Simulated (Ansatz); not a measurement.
# F2HInS: taking an electron away

Aim: the vertical ionisation energy of F2HInS, as cation minus neutral at the neutral's geometry, on several levels, and how well −ε(HOMO) stands in for it.

Program: Ansatz 0.2.0, Gaussian basis. Level of theory: unrestricted cation, the program's frozen cores in correlated methods. These are calculated values, not measurements.

The runs, in order: UKS PBE-D4/def2-TZVPP; UKS r2SCAN-D4/def2-TZVPP; UKS PBE0-D4/def2-TZVPP; UKS B3LYP-D4/def2-TZVPP; UKS wB97X-V/def2-TZVPP; UKS wB97M-V/def2-TZVPP; UKS B2PLYP/def2-TZVPP; UHF-CCSD(T)/def2-TZVPP; UHF-MP2/def2-QZVPP; extrapolation to the limit; then −ε(HOMO) from the neutral's earlier runs with LDA (SPW92), PBE-D4, revPBE-D4, BLYP-D4, r2SCAN-D4, B97M-V, PBE0-D4, B3LYP-D4, r2SCANh-D4, r2SCAN0-D4, HSE06-D4, BHLYP-D4, CAM-B3LYP-D4, LC-ωPBE, ωB97X-V, ωB97M-V.

## (1) The relaxed structure

All runs share one geometry, relaxed beforehand with PBE0-D4 in a triple-zeta def2 set. In takes the def2 core potential; no spin-orbit term is included.

5 atoms, charge 0, spin multiplicity 1.

Atoms are counted from 1 here; the program's logs count them from 0.

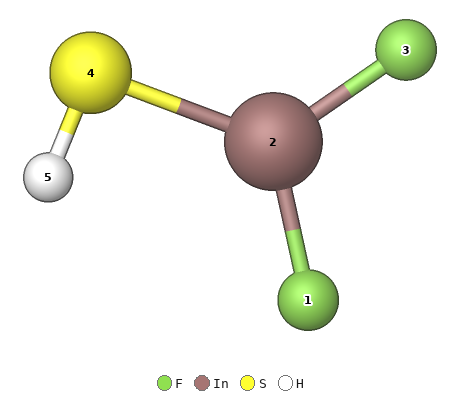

The structure; fluorine green, indium brown, sulfur yellow, hydrogen white; atoms are numbered from 1 in the order of the file.

## (2) Cation, UKS PBE-D4/def2-TZVPP

in.yaml

```yaml
crystal:
  periodic: [false, false, false]
  atoms:
    - {symbol: F, position_ang: [-0.708491, -1.365438, 1.376416]}
    - {symbol: In, position_ang: [0.431904, -0.375081, 0.168715]}
    - {symbol: F, position_ang: [2.242133, -1.042414, 0.173969]}
    - {symbol: S, position_ang: [-0.335416, 1.415990, -1.128087]}
    - {symbol: H, position_ang: [-1.580330, 1.293142, -0.632413]}
basis:
  gaussian: {orbitals: def2-TZVPP}
total_charge: 1
magnetization: {spin_polarized: true, initial_magnetization: 1}
hamiltonian: {xc: pbe, dispersion: d4}
```

Launch:

```console
> ansatz run in.yaml --threads 4 --pin off --events-out ev --progress --plain --max-ram 10444MiB
```

The log of the run:

```text
Functional definition: PBE
  name "PBE"
  cite "Perdew, Burke & Ernzerhof, Phys. Rev. Lett. 77, 3865 (1996) doi:10.1103/PhysRevLett.77.3865"
  parent pbe
  parameter kappa = 0.804
  parameter beta = 0.06672455060314922
  exchange = pbe_x(kappa = kappa, mu = beta*pi^2/3)
  correlation = pbe_c(beta = beta)
1043 factors; their error is unknown
mean field evaluation 1: about -21424.2797 eV, gradient 8.1e1 eV
mean field evaluation 2: about -20842.7943 eV, gradient 2.7e2 eV
mean field evaluation 4: about -21428.2693 eV, gradient 5.3e1 eV
mean field evaluation 8: about -21444.3684 eV, gradient 1.9e0 eV
mean field evaluation 16: about -21444.3725 eV, gradient 1.3e-2 eV
mean field evaluation 32: about -21437.8538 eV, gradient 3.1e1 eV
mean field evaluation 64: about -21442.8999 eV, gradient 2.1e0 eV
mean field -21444.37245885 eV, -788.0661523449 hartree, gradient 7.5e-6 eV, S^2 0.753993; 10 other end points of the search recorded, 0 dependent functions left out
reference -21444.37251186 eV, -788.0661542931 hartree; 28, 27 occupied and 140, 141 virtual orbitals, 1043 factors
Total energy: -21444.46110084 eV, -788.0694098779 hartree
```

Run time: 7 s. Hardware: 4 threads of Arm Neoverse V2, shared host; peak memory 0.42 GiB.

Less the neutral's -21455.1296 eV (earlier run), this gives 10.669 eV. ⟨S²⟩ = 0.754.

## (3) Cation, UKS r2SCAN-D4/def2-TZVPP

Changes to in.yaml since step 2:

```diff
@@ -12,2 +12,2 @@
 magnetization: {spin_polarized: true, initial_magnetization: 1}
-hamiltonian: {xc: pbe, dispersion: d4}
+hamiltonian: {xc: r2scan, dispersion: d4}
```

Same command.

The log of the run (excerpt; [...] marks lines left out):

```text
Functional definition: r2SCAN
  name "r2SCAN"
  cite "Furness, Kaplan, Ning, Perdew & Sun, J. Phys. Chem. Lett. 11, 8208 (2020) doi:10.1021/acs.jpclett.0c02405"
  cite "Furness, Kaplan, Ning, Perdew & Sun, J. Phys. Chem. Lett. 11, 9248 (2020) doi:10.1021/acs.jpclett.0c03077"
  parent r2scan
[...]
1043 factors; their error is unknown
[...]
mean field -21452.96044026 eV, -788.3817548408 hartree, gradient 5.5e-6 eV, S^2 0.757972; 10 other end points of the search recorded, 0 dependent functions left out
reference -21452.96045726 eV, -788.3817554653 hartree; 28, 27 occupied and 140, 141 virtual orbitals, 1043 factors
Total energy: -21452.97996120 eV, -788.3824722220 hartree
```

It took 10 s on 4 threads of Arm Neoverse V2, shared host; peak memory 0.36 GiB.

Less the neutral's -21463.7495 eV (earlier run), this gives 10.770 eV. ⟨S²⟩ = 0.758.

## (4) Cation, UKS PBE0-D4/def2-TZVPP

Changes to in.yaml since step 3:

```diff
@@ -12,2 +12,2 @@
 magnetization: {spin_polarized: true, initial_magnetization: 1}
-hamiltonian: {xc: r2scan, dispersion: d4}
+hamiltonian: {xc: pbe0, dispersion: d4}
```

Launched as before.

The log of the run:

```text
Functional definition: PBE0
  name "PBE0"
  cite "Adamo & Barone, J. Chem. Phys. 110, 6158 (1999) doi:10.1063/1.478522"
  cite "Perdew, Burke & Ernzerhof, Phys. Rev. Lett. 77, 3865 (1996) doi:10.1103/PhysRevLett.77.3865"
  parent pbe
  parameter a = 0.25
  parameter kappa = 0.804
  parameter beta = 0.06672455060314922
  exchange = (1 - a)*pbe_x(kappa = kappa, mu = beta*pi^2/3) + a*exact_x
  correlation = pbe_c(beta = beta)
1167 factors; their error is unknown
mean field evaluation 1: about -21428.7186 eV, gradient 7.2e1 eV
mean field evaluation 2: about -21077.3874 eV, gradient 2.5e2 eV
mean field evaluation 4: about -21435.5252 eV, gradient 3.8e1 eV
mean field evaluation 8: about -21444.7579 eV, gradient 1.8e0 eV
mean field evaluation 16: about -21444.8448 eV, gradient 2.3e-3 eV
mean field -21444.84476038 eV, -788.0835091060 hartree, gradient 3.4e-5 eV, S^2 0.755997; 2 other end points of the search recorded, 0 dependent functions left out
reference -21444.84479755 eV, -788.0835104719 hartree; 28, 27 occupied and 140, 141 virtual orbitals, 1167 factors
Total energy: -21444.92045372 eV, -788.0862907852 hartree
```

Wall time 3.1 s (4 threads of Arm Neoverse V2, shared host); peak memory 0.51 GiB.

Less the neutral's -21455.7748 eV (earlier run), this gives 10.854 eV. ⟨S²⟩ = 0.756.

## (5) Cation, UKS B3LYP-D4/def2-TZVPP

Changes to in.yaml since step 4:

```diff
@@ -12,2 +12,2 @@
 magnetization: {spin_polarized: true, initial_magnetization: 1}
-hamiltonian: {xc: pbe0, dispersion: d4}
+hamiltonian: {xc: {name: B3LYP}, dispersion: d4}
```

The command is unchanged.

The log of the run (excerpt; [...] marks lines left out):

```text
Functional definition: B3LYP
  name "B3LYP"
  cite "Stephens, Devlin, Chabalowski & Frisch, J. Phys. Chem. 98, 11623 (1994) doi:10.1021/j100096a001"
  cite "Becke, Phys. Rev. A 38, 3098 (1988) doi:10.1103/PhysRevA.38.3098"
  cite "Lee, Yang & Parr, Phys. Rev. B 37, 785 (1988) doi:10.1103/PhysRevB.37.785"
  cite "Vosko, Wilk & Nusair, Can. J. Phys. 58, 1200 (1980) doi:10.1139/p80-159"
[...]
1132 factors; their error is unknown
[...]
mean field -21456.07274636 eV, -788.4961299802 hartree, gradient 3.4e-5 eV, S^2 0.754665; 7 other end points of the search recorded, 0 dependent functions left out
reference -21456.07300588 eV, -788.4961395174 hartree; 28, 27 occupied and 140, 141 virtual orbitals, 1132 factors
Total energy: -21456.21839222 eV, -788.5014823669 hartree
```

Run time: 6 s. Hardware: 4 threads of Arm Neoverse V2, shared host; peak memory 0.57 GiB.

Less the neutral's -21467.1300 eV (earlier run), this gives 10.912 eV. ⟨S²⟩ = 0.755.

## (6) Cation, UKS wB97X-V/def2-TZVPP

Changes to in.yaml since step 5:

```diff
@@ -12,2 +12,2 @@
 magnetization: {spin_polarized: true, initial_magnetization: 1}
-hamiltonian: {xc: {name: B3LYP}, dispersion: d4}
+hamiltonian: {xc: {name: wB97X-V}}
```

The command is unchanged.

The log of the run (excerpt; [...] marks lines left out):

```text
Functional definition: wB97X-V
  name "wB97X-V"
  cite "Mardirossian & Head-Gordon, Phys. Chem. Chem. Phys. 16, 9904 (2014) doi:10.1039/C3CP54374A"
  cite "Becke, J. Chem. Phys. 107, 8554 (1997) doi:10.1063/1.475007"
  cite "Vydrov & Van Voorhis, J. Chem. Phys. 133, 244103 (2010) doi:10.1063/1.3521275"
[...]
      + integral(e_c_pw_opposite_spin*poly(b97_u_opposite, cos0, cos1)) + vv10(b, c)
1114 factors; their error is unknown
203 factors; integrals over basis functions are off by at most 2.5e-5 eV
[...]
mean field -21449.70669430 eV, -788.2621818822 hartree, gradient 4.2e-5 eV, S^2 0.754091; 2 other end points of the search recorded, 0 dependent functions left out
reference -21449.70669197 eV, -788.2621817963 hartree; 28, 27 occupied and 140, 141 virtual orbitals, 1114 factors
Total energy: -21449.70669197 eV, -788.2621817963 hartree
```

Run time: 9 s. Hardware: 4 threads of Arm Neoverse V2, shared host; peak memory 0.7 GiB.

Less the neutral's -21460.6108 eV (earlier run), this gives 10.904 eV. ⟨S²⟩ = 0.754.

## (7) Cation, UKS wB97M-V/def2-TZVPP

Changes to in.yaml since step 6:

```diff
@@ -12,2 +12,2 @@
 magnetization: {spin_polarized: true, initial_magnetization: 1}
-hamiltonian: {xc: {name: wB97X-V}}
+hamiltonian: {xc: {name: wB97M-V}}
```

The command is unchanged.

The log of the run (excerpt; [...] marks lines left out):

```text
Functional definition: wB97M-V
  name "wB97M-V"
  cite "Mardirossian & Head-Gordon, J. Chem. Phys. 144, 214110 (2016) doi:10.1063/1.4952647"
  cite "Becke, J. Chem. Phys. 107, 8554 (1997) doi:10.1063/1.475007"
  cite "Vydrov & Van Voorhis, J. Chem. Phys. 133, 244103 (2010) doi:10.1063/1.3521275"
  # Of w^i u^j: cxij and so on, Table III.
[...]
  gx(w, u) = 1 - cx + cx01*u + cx10*w
  gss(w, u) = css00 + css04*u^4 + css10*w + css20*w^2 + css43*w^4*u^3
  gos(w, u) = cos00 + cos10*w + (cos20 + cos21*u)*w^2 + (cos60 + cos61*u)*w^6
[...]
      + integral(e_c_pw_mod_opposite_spin*gos(b97_w_opposite, b97_u_opposite)) + vv10(b, c)
1086 factors; their error is unknown
203 factors; integrals over basis functions are off by at most 2.5e-5 eV
[...]
mean field -21450.50040505 eV, -788.2913502141 hartree, gradient 3.5e-5 eV, S^2 0.753110; 2 other end points of the search recorded, 0 dependent functions left out
reference -21450.50046926 eV, -788.2913525739 hartree; 28, 27 occupied and 140, 141 virtual orbitals, 1086 factors
Total energy: -21450.50046926 eV, -788.2913525739 hartree
```

It took 8.5 s on 4 threads of Arm Neoverse V2, shared host; peak memory 0.73 GiB.

The neutral molecule at this level: -21461.4152 eV. Difference: 10.915 eV. ⟨S²⟩ = 0.753.

## (8) Cation, UKS B2PLYP (frozen core)/def2-TZVPP

Changes to in.yaml since step 7:

```diff
@@ -12,2 +12,2 @@
 magnetization: {spin_polarized: true, initial_magnetization: 1}
-hamiltonian: {xc: {name: wB97M-V}}
+hamiltonian: {xc: {name: B2PLYP}}
```

The command is unchanged.

The log of the run (excerpt; [...] marks lines left out):

```text
Functional definition: B2PLYP
  name "B2PLYP"
  cite "Grimme, J. Chem. Phys. 124, 034108 (2006) doi:10.1063/1.2148954"
  cite "Becke, Phys. Rev. A 38, 3098 (1988) doi:10.1103/PhysRevA.38.3098"
  cite "Lee, Yang & Parr, Phys. Rev. B 37, 785 (1988) doi:10.1103/PhysRevB.37.785"
[...]
1213 factors; integrals over basis functions are off by at most 8.7e-4 eV
[...]
mean field -21433.66080950 eV, -787.6725064921 hartree, gradient 8.1e-6 eV, S^2 0.757559; 4 other end points of the search recorded, 0 dependent functions left out
11 core orbitals not correlated: weight in the atoms' cores, before any rotation towards them, 1.000 or more for the frozen orbitals, at most 0.000 for the correlated occupied ones
reference -21433.66096731 eV, -787.6725122915 hartree; 17, 16 occupied and 140, 141 virtual orbitals, 1213 factors
second order -30.19992387 eV of doubles, -0.00000000 eV of singles
Total energy: -21441.81494676 eV, -787.9721655091 hartree
```

It took 7 s on 4 threads of Arm Neoverse V2, shared host; peak memory 0.64 GiB.

The neutral molecule at this level: -21452.6566 eV. Difference: 10.842 eV. ⟨S²⟩ = 0.758.

## (9) Cation, UHF-CCSD(T)/def2-TZVPP

Changes to in.yaml since step 8:

```diff
@@ -12,2 +12,3 @@
 magnetization: {spin_polarized: true, initial_magnetization: 1}
-hamiltonian: {xc: {name: B2PLYP}}
+correlation: {method: ccsd_t}
+scf: {omitted_lower_state_checks: [cluster_reference]}
```

The command is unchanged.

The log of the run (excerpt; [...] marks lines left out):

```text
Functional definition: HF
  name "HF"
  cite "Fock, Z. Phys. 61, 126 (1930) doi:10.1007/BF01340294"
  parent pbe
[...]
1213 factors; integrals over basis functions are off by at most 8.7e-4 eV
[...]
mean field -21389.19772806 eV, -786.0385183871 hartree, gradient 6.5e-6 eV, S^2 0.764516; 3 other end points of the search recorded, 0 dependent functions left out
11 core orbitals not correlated: weight in the atoms' cores, before any rotation towards them, 1.000 or more for the frozen orbitals, at most 0.000 for the correlated occupied ones
reference -21389.19772806 eV, -786.0385183871 hartree; 17, 16 occupied and 140, 141 virtual orbitals, 1213 factors
second order -24.91342955 eV of doubles, -0.00000000 eV of singles
cycle   1  -24.45049931 eV  change    4.6e-1 eV  update   1.5e-1
[...]
cycle  12  -25.24305445 eV  change    2.8e-5 eV  update   3.1e-5
perturbative correction -0.84004990 eV, -0.0308712643 hartree
Total energy: -21415.28083241 eV, -786.9970547922 hartree
Checks for a lower state left out: cluster_reference
```

Wall time 2.1 min (4 threads of Arm Neoverse V2, shared host); peak memory 4.1 GiB.

Less the neutral's -21426.1222 eV (earlier run), this gives 10.841 eV. ⟨S²⟩ = 0.765. T1 = 0.019 (report).

## (10) Cation, UHF-MP2/def2-QZVPP

Changes to in.yaml since step 9:

```diff
@@ -9,6 +9,6 @@
 basis:
-  gaussian: {orbitals: def2-TZVPP}
+  gaussian: {orbitals: "def2-QZVPP.json"}
 total_charge: 1
 magnetization: {spin_polarized: true, initial_magnetization: 1}
-correlation: {method: ccsd_t}
+correlation: {method: mp2}
 scf: {omitted_lower_state_checks: [cluster_reference]}
```

The command is unchanged.

The log of the run (excerpt; [...] marks lines left out):

```text
Functional definition: HF
  name "HF"
  cite "Fock, Z. Phys. 61, 126 (1930) doi:10.1007/BF01340294"
  parent pbe
[...]
1848 factors; integrals over basis functions are off by at most 7.2e-4 eV
[...]
mean field -21389.85275775 eV, -786.0625902845 hartree, gradient 5.7e-6 eV, S^2 0.764860; 3 other end points of the search recorded, 0 dependent functions left out
11 core orbitals not correlated: weight in the atoms' cores, before any rotation towards them, 1.000 or more for the frozen orbitals, at most 0.000 for the correlated occupied ones
reference -21389.85275775 eV, -786.0625902845 hartree; 17, 16 occupied and 268, 269 virtual orbitals, 1848 factors
second order -31.71907245 eV of doubles, -0.00000000 eV of singles
Total energy: -21421.57183020 eV, -787.2282446970 hartree
Checks for a lower state left out: cluster_reference
```

Wall time 16 s (4 threads of Arm Neoverse V2, shared host); peak memory 1 GiB.

The neutral molecule at this level: -21432.6135 eV. Difference: 11.042 eV. ⟨S²⟩ = 0.765.

## (11) From triple and quadruple zeta to the limit

No new run: Hartree-Fock is extrapolated as exp(−7.88√X) and correlation as X^−2.97, with X = 3 and 4; only MP2 was run in the larger set, so CCSD(T) minus MP2 is added from the smaller one.

```csv
level,energy at the limit (eV)
HF,-21389.9430
MP2,-21426.7033
CCSD,-21427.0329
CCSD(T),-21427.8729
```

This is no true limit for total energies: MP2 correlation changes by a factor of 1.27 from triple to quadruple zeta (about 1.07 in light molecules), because outer-core shells are correlated in sets not made for them. Much of that cancels between molecule and atoms or ions.

The neutral's limit, from its own earlier runs, is -21438.9309 eV in the additive form (MP2 limit plus CCSD(T) minus MP2 in triple zeta), in which the cation has -21427.8729 eV.

## (12) The ladder

Differences are taken before rounding.

| method | ionisation energy (eV) | from CCSD(T)/CBS (eV) | time |
| --- | --- | --- | --- |
| PBE-D4 | 10.67 | -0.39 | 8.2 s |
| r2SCAN-D4 | 10.77 | -0.29 | 12 s |
| PBE0-D4 | 10.85 | -0.20 | 4.4 s |
| B3LYP-D4 | 10.91 | -0.15 | 7.9 s |
| ωB97X-V | 10.90 | -0.15 | 12 s |
| ωB97M-V | 10.91 | -0.14 | 13 s |
| B2PLYP | 10.84 | -0.22 | 9.5 s |
| HF/def2-TZVPP | 9.82 | -1.24 |  |
| MP2/def2-TZVPP | 10.93 | -0.13 |  |
| CCSD/def2-TZVPP | 10.80 | -0.26 |  |
| CCSD(T)/def2-TZVPP | 10.84 | -0.22 | 2.6 min |
| CCSD(T)/CBS | 11.06 | 0 | 2.9 min |

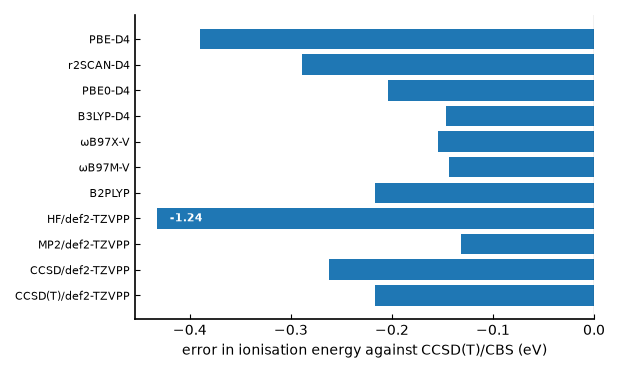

How far each level lands from CCSD(T)/CBS. Bars with a number in them are cut short.

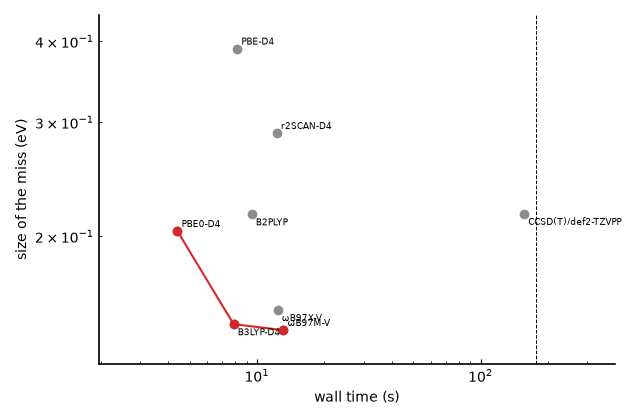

Accuracy for the time spent; red marks the levels that beat every quicker one drawn (of those quicker than the yardstick), and the dashed line is the time of CCSD(T)/CBS. Times are from a shared host.

Times add the cation's run and the neutral's; HF, MP2 and CCSD come out of the CCSD(T) runs.

Orbital estimates, from the neutral's runs:

```csv
functional,−ε(HOMO) (eV),by energy difference (eV)
LDA (SPW92),7.48,
PBE-D4,7.29,10.67
revPBE-D4,7.21,
BLYP-D4,7.14,
r2SCAN-D4,7.59,10.77
B97M-V,7.62,
PBE0-D4,8.56,10.85
B3LYP-D4,8.32,10.91
r2SCANh-D4,8.06,
r2SCAN0-D4,8.76,
HSE06-D4,8.15,
BHLYP-D4,9.68,
CAM-B3LYP-D4,9.90,
LC-ωPBE,11.28,
ωB97X-V,10.91,10.90
ωB97M-V,10.75,10.91
```

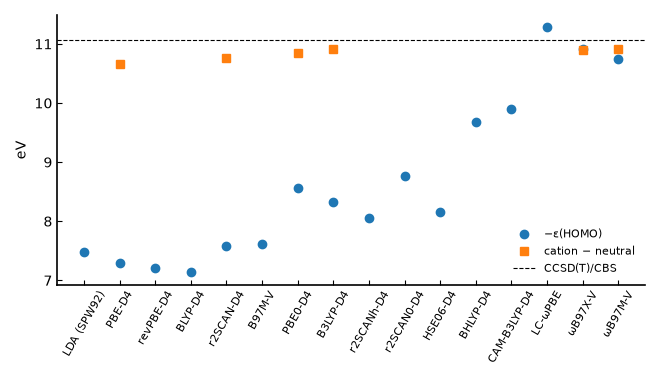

Orbital estimates and energy differences by functional.

## (13) Outcome

| quantity | value |
| --- | --- |
| ionisation energy, CCSD(T)/CBS | 11.06 eV |
| nearest functional by difference | ωB97M-V (-0.14 eV) |
| nearest −ε(HOMO) | ωB97X-V (-0.15 eV) |
| −ε(HOMO) of PBE | 7.29 eV |
| T1 of the cation | 0.019 |

Energy differences with functionals land within 0.39 eV of the reference. The PBE orbital energy is 3.8 eV too small: a semilocal HOMO is no ionisation energy. Among orbital estimates ωB97X-V comes nearest. Hartree-Fock falls 1.24 eV short, as the neutral has more correlation energy than the cation. Correlated methods include outer-core shells of In, which these sets cover unevenly. With outer-core shells in play the reference is unsure by up to some tenths of an eV, so close misses can't be ranked.

ωB97M-V reaches 0.14 eV from the reference in 13 s, where CCSD(T)/CBS took 2.9 min; the quickest level in the cost chart, PBE0-D4, takes 4.4 s and misses by 0.20 eV.
